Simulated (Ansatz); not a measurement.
**BaTiO3 (Pm-3m): converging the G0W0 gap**

Wanted: a G0W0 gap for BaTiO3 (Pm-3m) that is converged in bands and cutoff, or an estimate of the limit.

Calculated with Ansatz 0.2.0; G0W0 on PBE, plane waves, PAW.

## Step 1: Set-up

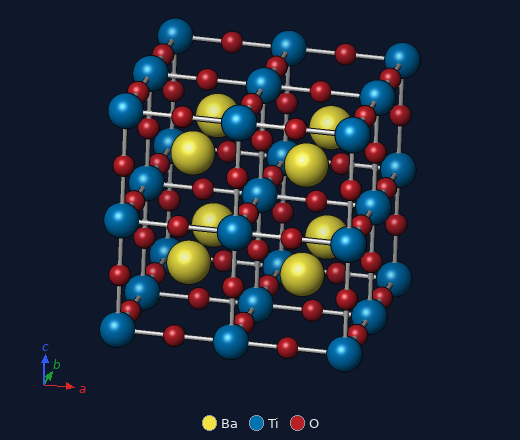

Start, viewed slightly off an axis; barium yellow, titanium blue, oxygen red. 2×2×2 cells are drawn. Some periodic images of atoms are drawn too.

The cell and positions come from the Crystallography Open Database and are kept as given unless a step says otherwise. Spin-orbit coupling is left out unless a step names it.

## Step 2: 168 empty bands, screening to 110 eV

Now the one-shot GW correction: screening in the RPA, then the self-energy of the levels asked for. This step takes hard PAW files.

input.yaml reads:

```yaml
crystal:
  lattice:
    - [4.006, 0.0, 0.0]
    - [0.0, 4.006, 0.0]
    - [0.0, 0.0, 4.006]
  atoms:
    - { symbol: Ba, position: [0.5, 0.5, 0.5] }
    - { symbol: Ti, position: [0.0, 0.0, 0.0] }
    - { symbol: O, position: [0.5, 0.0, 0.0] }
    - { symbol: O, position: [0.0, 0.5, 0.0] }
    - { symbol: O, position: [0.0, 0.0, 0.5] }
kpoints:
  mp_grid: { grid: [6, 6, 6] }
hamiltonian:
  xc: pbe
  pseudopotentials: { kind: paw, source: ansatz }
scf:
  occupations: { method: fixed }
gw:
  n_empty_bands: 168
  ecut_chi: 110.0
  qp_bands: [v2, c2]
  qp_kpoints: band_edges
  screening: { model: contour_deformation }
```

The run is started by

```sh
$ ansatz run input.yaml --threads 4 --pin off --max-ram 138240MiB --backend cuda --events-out ev --progress --plain --runs-dir out --devices 1 --max-vram 26GiB
```

Numbers of over 12 decimals in the logs are rounded to 6 here.

The program printed:

```text
GPUs: using 1 of 1 available (devices: 1).
Engine: ansatz 0.2.0, x86_64-unknown-linux-gnu
Pseudopotentials: kind: paw
Pseudopotential: Ba, paw, valence charge 10, recommended cutoff 300 eV (normal), Ba.paw.azcp
Pseudopotential: Ti, paw, valence charge 12, recommended cutoff 740 eV (normal), Ti.paw.azcp
Pseudopotential: O, paw, valence charge 6, recommended cutoff 930 eV (normal), O.paw.azcp
Functional definition: PBE
  parameter kappa = 0.804
  parameter beta = 0.066725
  exchange = pbe_x(kappa = kappa, mu = beta*pi^2/3)
  correlation = pbe_c(beta = beta)
device memory: the entry about to start is reckoned to put 1.6 GiB on a device that reports 78.5 GiB free (of which the cap on the GPU budget leaves the run 26.0 GiB)
GPU FFT provider: cuFFT
GPU libraries: cuBLAS 13.8.2, cuFFT 12.4.0, cuSOLVER 12.3.4
Crystal: 5 atoms, lattice volume = 64.288 Å³
Basis set: ecut = 930 eV, 4139 PW (Γ)
Bands: 25, of which v1, the nominal top of the filled ones, is band 20 counted from 1 (19 counted from 0)
Symmetry: 48 space group operations
Space group: Pm-3m (ITA 221), of the structure as read, at distance tolerance 4.0e-5 Å
k-points: 20 of 216
Non-local potential: Ba, projectors of the file, l = 0: 3, l = 1: 2, l = 2: 2, l = 3: 2
Non-local potential: Ti, projectors of the file, l = 0: 2, l = 1: 2, l = 2: 2, l = 3: 1
Non-local potential: O, projectors of the file, l = 0: 2, l = 1: 2, l = 2: 1
PAW form: soft (Blöchl's): semilocal exchange-correlation on the pseudo side does not see the compensation charge
PAW one-centre angular grid: Ba, 194 points (default); XC on 64 Gauss nodes
PAW one-centre angular grid: Ti, 590 points (default); XC on 64 Gauss nodes
PAW one-centre angular grid: O, 110 points (default); XC on 64 Gauss nodes
Initial density: superposition of atomic densities (chi_scale 0.1, normalization cell, long waves kept (reshape's long-wave potential 0.00 eV rms))
Initial wavefunctions: pseudopotential atomic-orbital guess
GPU buffer pool allocated for 91125 grid points (all kernels)
GPU transforms: local potential and band sums: pruned to the plane-wave sphere, on 45×45×45
Functional: x = pbe(κ = 0.804, μ = 0.219515), c = pbe(β = 0.066725)
SCF iter   1: F=—  HF=-10146.766987 eV  |F-HF|=—  |Δ(HF+E_count)|=         —  Δρ=9.44e-2  dr2=7.78e0  ethr=3.10e-3  ⟨swp⟩=4.1  Hψ=1984  notcnv=0  defer=24
preconditioner: auto → Resta (q_TF=auto, 2.521 Å⁻¹)  ε∞=4.6  [insulator: Δε(μ)=4.117 eV  Ē_g=13.901 eV  n_scr=18 (ndim 8)  ℏωp=26.2 eV  f_vac=0.002  ε∞_Penn≈4.6]
SCF iter   2: F=—  HF=-10144.843937 eV  |F-HF|=—  |Δ(HF+E_count)|=    1.92e0  Δρ=5.43e-2  dr2=1.07e0  ethr=3.10e-3  ⟨swp⟩=3.5  Hψ=1211  notcnv=0  defer=42
SCF iter   3: F=—  HF=-10144.632865 eV  |F-HF|=—  |Δ(HF+E_count)|=   2.11e-1  Δρ=2.20e-2  dr2=3.36e-1  ethr=2.66e-3  ⟨swp⟩=2.0  Hψ=870  notcnv=0  defer=40
SCF iter   4: F=—  HF=-10144.580012 eV  |F-HF|=—  |Δ(HF+E_count)|=   5.29e-2  Δρ=1.00e-2  dr2=5.32e-2  ethr=8.40e-4  ⟨swp⟩=2.5  Hψ=726  notcnv=0  defer=51
SCF iter   5: F=—  HF=-10144.579018 eV  |F-HF|=—  |Δ(HF+E_count)|=   9.95e-4  Δρ=5.99e-3  dr2=3.13e-2  ethr=1.33e-4  ⟨swp⟩=3.0  Hψ=1166  notcnv=0  defer=52
SCF iter   6: F=—  HF=-10144.574424 eV  |F-HF|=—  |Δ(HF+E_count)|=   4.59e-3  Δρ=1.77e-3  dr2=2.52e-3  ethr=7.82e-5  ⟨swp⟩=2.0  Hψ=687  notcnv=0  defer=50
SCF iter   7: F=—  HF=-10144.574145 eV  |F-HF|=—  |Δ(HF+E_count)|=   2.79e-4  Δρ=3.02e-4  dr2=4.70e-5  ethr=6.30e-6  ⟨swp⟩=2.1  Hψ=707  notcnv=0  defer=55
SCF iter   8: F=—  HF=-10144.574164 eV  |F-HF|=—  |Δ(HF+E_count)|=   1.81e-5  Δρ=2.42e-4  dr2=4.71e-5  ethr=1.17e-7  ⟨swp⟩=2.8  Hψ=850  notcnv=0  defer=24
SCF iter   9: F=—  HF=-10144.574157 eV  |F-HF|=—  |Δ(HF+E_count)|=   6.95e-6  Δρ=3.52e-5  dr2=9.79e-7  ethr=1.17e-7  ⟨swp⟩=1.9  Hψ=530  notcnv=0  defer=24
SCF iter  10: F=-10144.574156 eV  HF=-10144.574156 eV  |F-HF|=4.92e-9  |Δ(HF+E_count)|=   1.32e-7  Δρ=3.21e-6  dr2=6.90e-9  ethr=2.50e-10  ⟨swp⟩=8.7  Hψ=2329  notcnv=0
SCF 1 converged in 10 iterations: F = -10144.574156 eV  dr2 = 6.90e-9
  greatest PAW one-centre occupation: 0.931 electrons in one spin orbital (limit 2), on the Ti atom at site 1 (counted from 0), in its partial waves of l = 0
device memory: the entry about to start is reckoned to put 1.6 GiB (of the 1.7 GiB reckoned in all, the device holds 0.2 GiB already) on a device that reports 78.3 GiB free (of which the cap on the GPU budget leaves the run 25.8 GiB)
NSCF: frozen V_eff on 20 k-points, pencils in batches of 32, up to order 100
the band table was solved once the SCF had ended and its energy, with any forces and stress, was formed, with the checks that follow a solve (2278 applications of the Hamiltonian). They found nothing against the state; the energy, forces and stress were not computed again (output.eigenvalues in the input reference)
device memory: the entry about to start is reckoned to put 5.6 GiB on a device that reports 77.9 GiB free (of which the cap on the GPU budget leaves the run 26.0 GiB)
NSCF: frozen V_eff on 20 k-points
G₀W₀ screening: q 1/20
[... further progress lines ...]
SCF converged after 10 iterations
Free energy (F): -10144.574156 eV
Harris-Foulkes:  -10144.574156 eV  (|F-HF|=4.92e-9)
Internal energy: -10144.574156 eV  (E = F + TS)
E sigma→0 (E₀):  -10144.574156 eV
Fermi energy:    10.289876 eV
--- Per-component energies (eV) ---
  E_band       = -140.940641
  E_kinetic    = 1424.987133
  E_local      = -2995.137369  (includes V_loc(G=0)·N_el)
  E_nonlocal   = 645.061275
  E_hartree    = 833.761751
  E_xc         = -826.965690
  E_vxc        = -782.180196  (∫ρ·V_xc dr)
  E_paw        = -6407.875043  (= ΣΔE_a)
  E_vpaw       = -101.191692  (= ΣTr[D̂ρ^β])
  E_aug_tail   = -0.000010  (compensation charges beyond the density's cutoff)
  E_ewald      = -2818.406203
  E_smearing   = -0.000000  (= −TS)
  E_closure    = -0.000000  (closes the sum)
  Σ components = -10144.574156   (vs F -10144.574156, Δ=0.00e0)
--- Band table (eV; the first three rows and the last of 20) ---
  k-point 0: bands = [... 16 lower, 9.1836, 10.1787, 10.1787, 10.1787, 12.0878, 12.0878, 12.0878, 14.2341, ... 1 higher]
  k-point 1: bands = [... 16 lower, 8.9713, 9.5569, 9.9960, 9.9960, 12.1187, 12.5986, 12.5986, 14.2355, ... 1 higher]
  k-point 2: bands = [... 16 lower, 8.6007, 8.7182, 9.7279, 9.7279, 12.1823, 13.4292, 13.4292, 14.2379, ... 1 higher]
  k-point 19: bands = [... 16 lower, 7.9478, 10.2899, 10.2899, 10.2899, 14.4801, 14.4801, 14.4801, 17.1143, ... 1 higher]
--- G₀W₀: contour deformation, 7 samples at zero and on the imaginary axis and 2 off it, 216 q-points, 168 empty bands' worth ---
  eigenvalues of the whole cell's RPA ε∞ on this k-mesh (on a slab, of 1 + 4πα/V) = 6.5103, 6.5103, 6.5103; static W/v taken at q = 0 is 0.153604
  bands read: the sum over 188 bands ends inside a degenerate multiplet in 2 slots, whose members it reads at an even weight; the widest, k=0: bands 188 to 189 (counted from 1) at 1/2 each
  gw.qp_kpoints: band_edges: 15 of 20 stored k-points solved, in 1 pass; an edge of the gap read off the rows below is read off those points alone
    valence top: of the k-points left out ik 10 came nearest to being solved in a further pass, in band 19 (counted from 1, as in the quasiparticle table): it holds the edge there only if its correction is more favourable than any solved in that band by at least 0.567 eV; those differ by 0.113 eV
    conduction bottom: of the k-points left out ik 5 came nearest to being solved in a further pass, in band 21 (counted from 1, as in the quasiparticle table): it holds the edge there only if its correction is more favourable than any solved in that band by at least 0.567 eV; those differ by 0.063 eV
    ik  band        ε_KS         Σx   Σc(E_QP)       V_xc       Z   E_QP_lin       E_QP  E_QP is
     0    19     10.1787   -25.9642     4.5122   -21.2687  0.7222     9.9947     9.9953  root
     0    20     10.1787   -25.9642     4.5122   -21.2687  0.7222     9.9947     9.9953  root
     0    21     12.0878   -12.6622    -6.4010   -20.2579  0.7302    13.3146    13.2826  root
     0    22     12.0878   -12.6622    -6.4010   -20.2579  0.7302    13.3146    13.2826  root
     1    19      9.9960   -25.6877     4.4175   -21.0862  0.7207     9.8112     9.8119  root
     1    20      9.9960   -25.6877     4.4175   -21.0862  0.7207     9.8112     9.8119  root
     1    21     12.1187   -12.7222    -6.4474   -20.3750  0.7288    13.3570    13.3241  root
     1    22     12.5986   -13.6540    -6.2406   -21.0887  0.7181    13.8284    13.7927  root
     2    19      9.7279   -25.6404     4.5558   -20.8672  0.7181     9.5094     9.5105  root
     2    20      9.7279   -25.6404     4.5558   -20.8672  0.7181     9.5094     9.5105  root
     2    21     12.1823   -12.8517    -6.5454   -20.6246  0.7260    13.4449    13.4097  root
     2    22     13.4292   -14.4937    -6.6606   -22.3909  0.6947    14.7164    14.6658  root
     3    19      9.6150   -25.6774     4.6498   -20.7915  0.7172     9.3777     9.3790  root
     3    20      9.6150   -25.6774     4.6498   -20.7915  0.7172     9.3777     9.3790  root
     3    21     12.2151   -12.9215    -6.5974   -20.7578  0.7245    13.4904    13.4540  root
     3    22     13.8036   -14.7819    -6.9823   -23.0177  0.6819    15.1176    15.0571  root
     4    19      9.7649   -25.2503     4.2151   -20.8588  0.7196     9.5879     9.5886  root
     4    20      9.8528   -25.5182     4.5268   -20.7954  0.7136     9.6560     9.6568  root
     4    21     12.5599   -13.4991    -6.3126   -21.0121  0.7193    13.7962    13.7603  root
     4    22     12.6744   -13.8146    -6.2935   -21.3138  0.7150    13.9180    13.8802  root
     7    19      9.3665   -24.9056     4.8081   -19.8130  0.7034     9.0797     9.0820  root
     7    20      9.9880   -25.5030     4.8234   -20.4486  0.7092     9.7557     9.7570  root
     7    21     13.4065   -14.3446    -6.7718   -22.3625  0.6952    14.7038    14.6526  root
     7    22     13.4993   -14.5780    -6.7909   -22.6178  0.6912    14.8016    14.7483  root
[...]
18    19     10.0167   -25.4350     4.8634   -20.3481  0.7083     9.7921     9.7933  root
    18    20     10.2773   -25.8080     4.8744   -20.7398  0.7104    10.0826    10.0834  root
    18    21     14.2915   -14.6732    -7.5156   -23.4372  0.6668    15.6116    15.5400  root
    18    22     14.2915   -14.6732    -7.5156   -23.4372  0.6668    15.6116    15.5400  root
    19    19     10.2899   -25.8376     4.8728   -20.7754  0.7105    10.0996    10.1004  root
    19    20     10.2899   -25.8376     4.8728   -20.7754  0.7105    10.0996    10.1004  root
    19    21     14.4801   -14.6921    -7.7563   -23.6971  0.6595    15.8064    15.7287  root
    19    22     14.4801   -14.6921    -7.7563   -23.6971  0.6595    15.8064    15.7287  root
```

Elapsed: 40 s, on 1 × NVIDIA H100 80GB HBM3 (shared by 3 runs) with 4 threads of AMD EPYC 7R13 (Zen 3), shared host; peak memory 1.5 GiB; 37 s of CPU time.

Numbers from this step:

* bands summed: 188
* RPA ε∞ on this mesh (eigenvalues): 6.510, 6.510, 6.510
* plane waves in the screening matrix: 171
* q-points in the mesh: 216
* G0W0 gap on the mesh: 3.182 eV
* k of the valence top: -0.5, -0.5, -0.5
* k of the conduction bottom: 0, 0, 0
* starting gap on the mesh: 1.798 eV
* Z at the valence top: 0.7105
* Z at the conduction bottom: 0.7302
* least direct G0W0 gap on the computed points: 3.287 eV

The gap on the mesh goes from 1.80 eV to 3.18 eV, a correction of +1.38 eV. Between the two edge states, bare exchange in place of the xc potential would open the gap by 12.66 eV, and correlation takes back 11.27 eV.

## Step 3: 382 empty bands, screening to 190 eV

Bands and screening cutoff are moved together, since each hides the error of the other.

input.yaml, as its differences from that of step 2:

```diff
@@ -19,4 +19,4 @@
 gw:
-  n_empty_bands: 168
-  ecut_chi: 110.0
+  n_empty_bands: 382
+  ecut_chi: 190.0
   qp_bands: [v2, c2]
```

The program printed:

```text
GPUs: using 1 of 1 available (devices: 1).
[...]
GPU FFT provider: cuFFT
GPU libraries: cuBLAS 13.8.2, cuFFT 12.4.0, cuSOLVER 12.3.4
Crystal: 5 atoms, lattice volume = 64.288 Å³
Basis set: ecut = 930 eV, 4139 PW (Γ)
Bands: 25, of which v1, the nominal top of the filled ones, is band 20 counted from 1 (19 counted from 0)
Symmetry: 48 space group operations
[...]
k-points: 20 of 216
[...]
GPU buffer pool allocated for 91125 grid points (all kernels)
[...]
SCF iter   1: F=—  HF=-10146.766987 eV  |F-HF|=—  |Δ(HF+E_count)|=         —  Δρ=9.44e-2  dr2=7.78e0  ethr=3.10e-3  ⟨swp⟩=4.1  Hψ=1984  notcnv=0  defer=24
[...]
SCF iter  10: F=-10144.574156 eV  HF=-10144.574156 eV  |F-HF|=4.92e-9  |Δ(HF+E_count)|=   1.32e-7  Δρ=3.21e-6  dr2=6.90e-9  ethr=2.50e-10  ⟨swp⟩=8.7  Hψ=2329  notcnv=0
SCF 1 converged in 10 iterations: F = -10144.574156 eV  dr2 = 6.90e-9
[...]
NSCF: frozen V_eff on 20 k-points, pencils in batches of 32, up to order 100
[...]
NSCF: frozen V_eff on 20 k-points
G₀W₀ screening: q 1/20
[... further progress lines ...]
SCF converged after 10 iterations
Free energy (F): -10144.574156 eV
[...]
Internal energy: -10144.574156 eV  (E = F + TS)
E sigma→0 (E₀):  -10144.574156 eV
Fermi energy:    10.289876 eV
[...]
--- Band table (eV; the first three rows and the last of 20) ---
  k-point 0: bands = [... 16 lower, 9.1836, 10.1787, 10.1787, 10.1787, 12.0878, 12.0878, 12.0878, 14.2341, ... 1 higher]
  k-point 1: bands = [... 16 lower, 8.9713, 9.5569, 9.9960, 9.9960, 12.1187, 12.5986, 12.5986, 14.2355, ... 1 higher]
  k-point 2: bands = [... 16 lower, 8.6007, 8.7182, 9.7279, 9.7279, 12.1823, 13.4292, 13.4292, 14.2379, ... 1 higher]
  k-point 19: bands = [... 16 lower, 7.9478, 10.2899, 10.2899, 10.2899, 14.4801, 14.4801, 14.4801, 17.1143, ... 1 higher]
[...]
0    19     10.1787   -25.9642     4.2073   -21.2687  0.7170     9.6854     9.6905  root
     0    20     10.1787   -25.9642     4.2073   -21.2687  0.7170     9.6854     9.6905  root
     0    21     12.0878   -12.6622    -6.6543   -20.2579  0.7268    13.0483    13.0293  root
     0    22     12.0878   -12.6622    -6.6543   -20.2579  0.7268    13.0483    13.0293  root
     1    19      9.9960   -25.6877     4.1188   -21.0862  0.7156     9.5081     9.5132  root
     1    20      9.9960   -25.6877     4.1188   -21.0862  0.7156     9.5081     9.5132  root
     1    21     12.1187   -12.7222    -6.7021   -20.3750  0.7254    13.0890    13.0694  root
     1    22     12.5986   -13.6540    -6.5094   -21.0887  0.7143    13.5441    13.5239  root
[...]
19    19     10.2899   -25.8376     4.5878   -20.7754  0.7050     9.8101     9.8155  root
    19    20     10.2899   -25.8376     4.5878   -20.7754  0.7050     9.8101     9.8155  root
    19    21     14.4801   -14.6921    -8.0459   -23.6971  0.6542    15.4823    15.4391  root
    19    22     14.4801   -14.6921    -8.0459   -23.6971  0.6542    15.4823    15.4391  root
```

Wall time 63 s (1 × NVIDIA H100 80GB HBM3 (shared by 3 runs) with 4 threads); peak memory 2.3 GiB; 87 s of CPU time.

This step gave:

- bands summed: 402
- RPA ε∞ on this mesh (eigenvalues): 6.488, 6.488, 6.488
- plane waves in the screening matrix: 389
- q-points in the mesh: 216
- G0W0 gap on the mesh: 3.214 eV
- k of the valence top: -0.5, -0.5, -0.5
- k of the conduction bottom: 0, 0, 0
- starting gap on the mesh: 1.798 eV
- Z at the valence top: 0.7050
- Z at the conduction bottom: 0.7268
- least direct G0W0 gap on the computed points: 3.339 eV

Against the run with 6×6×6 mesh, 168 empty bands, screening to 110 eV, hard PAW files, the gap moves by +0.03 eV.

(Part 1 of 2 ends here.)

[Paths, hosts, dates, memory and timing lines, banners, echoed tables and standing remarks are left out of the program output.]

[Logs are printed without paths, hosts, clocks, repeated set-up lines and the standing remarks that a program may print on its own settings, such as how far it seeks lower states.]

[Runs of the session that timed out or met a known fault of the program may be left out.]

[Cells called generated may have been cut or substituted from an entry of the Crystallography Open Database or the Materials Project.]

[Hosts, paths, dates, database ids (printed as entryN), source tags and the programs' standing remarks are cut or masked in the printed files.]
